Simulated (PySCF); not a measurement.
System: C3H6N2Si (SMILES C/C(C#N)=N/[SiH3]).

The calculation's input:

```
{"job": {"kind": "nmr", "xc": "BHandHLYP", "basis": "pcSseg-1", "pop": false}, "charge": 0, "multiplicity": 1}
C     -1.795261     0.187272     0.506700
C     -0.562231     0.294241    -0.347009
C     -0.783424     0.932338    -1.655038
N     -0.943571     1.433509    -2.687227
N      0.581604    -0.101921    -0.042542
Si     2.120293    -0.665047     0.426374
H     -2.223066     1.186671     0.685043
H     -1.545243    -0.288582     1.462685
H     -2.566664    -0.402653    -0.013942
H      2.301320    -0.651851     1.911563
H      3.219843     0.146055    -0.177091
H      2.196401    -2.070033    -0.069516
```

Launched as:

```sh
OMP_NUM_THREADS=1 python ens_run.py task.json out
```

Geometry: PBE0-D3(BJ)/def2-SVP.

Theory: PySCF 2.14.0, BHandHLYP/pcSseg-1, SCF density, gas phase, non-relativistic.

What can the converged electron density and electron localisation function tell about the bonding?

Answer. C–N (1.16 Å): ρ at the midpoint is about 3.5 e/Å³; the ELF peaks at about 0.90 between the atoms; a short, multiple covalent bond.
C–C (1.47 Å): ρ at the midpoint is about 1.8 e/Å³; the ELF peaks at about 0.95 between the atoms (a covalent bond).
Si–N (1.70 Å): ρ at the midpoint is about 1 e/Å³; the ELF peaks at about 0.90 between the atoms; a shared but strongly polarised pair.
C–H (1.10 Å): ρ at the midpoint is about 2 e/Å³; the ELF climbs to about 1 towards the hydrogen, as it does in any bond to H: a covalent bond by its length.

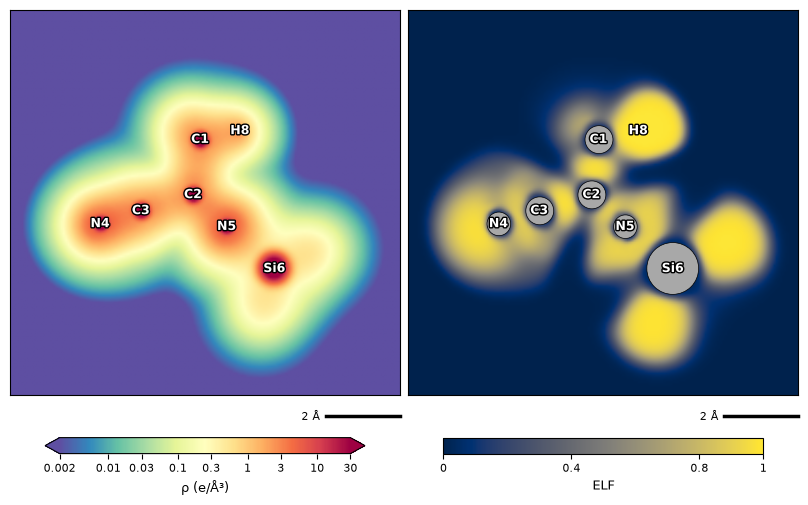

Computed electron density and electron localisation function on the plane of atoms C1, C2 and C3, in this order. Grey discs cover the atomic cores in the ELF map. 
